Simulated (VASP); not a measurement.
Band structure of Te (relaxed from the layer:graphite structure). Method: r2SCAN meta-GGA, VASP's PBE PAW potentials (set 64) (plane waves; VASP).

The cell holds a wide vacuum, so values per volume refer to the whole cell.  Unless said otherwise, spin-orbit coupling is left out, though it shifts the bands of the heavy elements here.

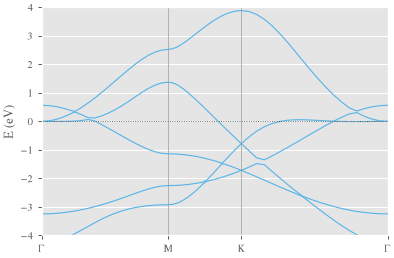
Fig. 1. Bands along high-symmetry lines, zero at the valence-band maximum or, without a gap, the Fermi level

### Question
Read the plot: is there a gap, and where are the band edges?

### Answer
It has no gap at this level: it comes out as a metal or semimetal.

The cell is a sheet with vacuum, built from a generated structure.
